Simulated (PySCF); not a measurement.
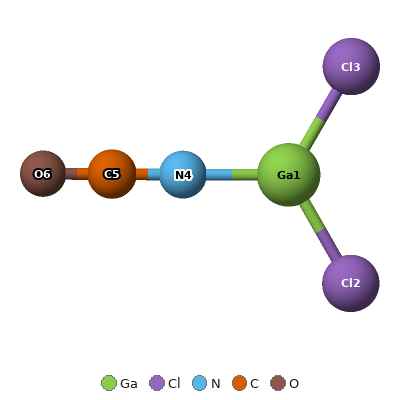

Structure of CCl₂GaNO, singlet.

Kohn-Sham orbital energies near the frontier, ωB97X-D/def2-SVPD in PySCF 2.14.0, at a PBE0-D3(BJ)/def2-SVP geometry (no frequency check), isolated molecule; empty levels in grey, levels within 0.03 eV side by side.

Question: Where do the frontier orbitals lie?

Answer: HOMO at −11.04 eV, LUMO at −0.25 eV, 10.79 eV apart.

Question: On which atoms do HOMO and LUMO mostly sit?

Answer: HOMO: N4 42 %, O6 29 %, C5 15 %. LUMO: Ga1 49 %, Cl3 20 %, Cl2 20 % (Löwdin shares).

Question: List the levels with the atoms that carry most of them (a dash for levels above zero or within 0.03 eV of another, where shares mean little).

Answer:
| orbital | energy (eV) | Löwdin shares |
| --- | --- | --- |
| LUMO+1 | −0.16 | Ga1 47 %, Cl3 15 %, Cl2 15 % |
| LUMO | −0.25 | Ga1 49 %, Cl3 20 %, Cl2 20 % |
| HOMO | −11.04 | N4 42 %, O6 29 %, C5 15 % |
| HOMO−1 | −11.21 | N4 42 %, O6 30 %, C5 15 % |
| HOMO−2 | −11.66 | Cl2 45 %, Cl3 44 %, Ga1 6 % |

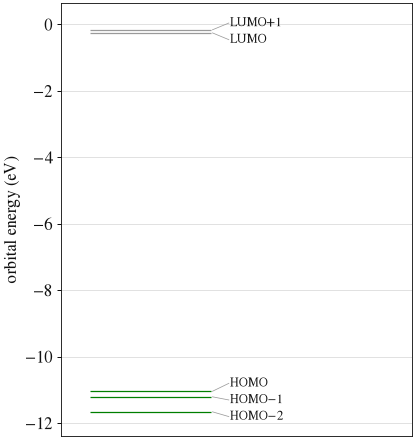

Note: one conformer of a flexible molecule; empty levels above zero depend strongly on the basis.
